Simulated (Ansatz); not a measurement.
The relaxed structure here is a generated cell of ZnO: the first start was made by placing the elements on the sites of a structure type, and the end was not matched to a known phase here, so it may be hypothetical. Known forms of ZnO include space group No. 186.

A relaxed structure of ZnO. Computed with PBE (plane waves to 420 eV, PAW, scalar-relativistic; Ansatz, a program for electronic structure).

Pccm (No. 49), oP8; a = 3.2057 Å, b = 5.3464 Å, c = 5.9593 Å, α = β = γ = 90.00°.

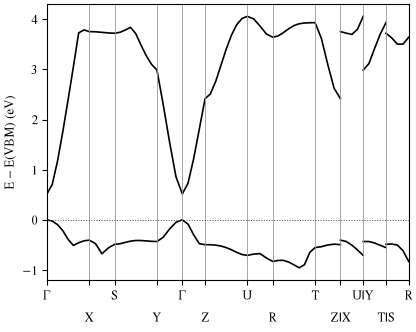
Highest filled and lowest empty band along the path of this cell's Brillouin zone

Q: Read off the gap and say whether it is direct.

A: 0.52 eV, direct at Γ (no spin-orbit coupling).

Q: How far does the top valence band disperse along this path?

A: About 1.0 eV.

No spin polarisation in the result.

The run could not lose the symmetry of its start, so the end can be a saddle point.

It was reached from a disturbed copy of a P4₂/mmc (No. 131) cell, against which it lies -0.03 eV/atom.
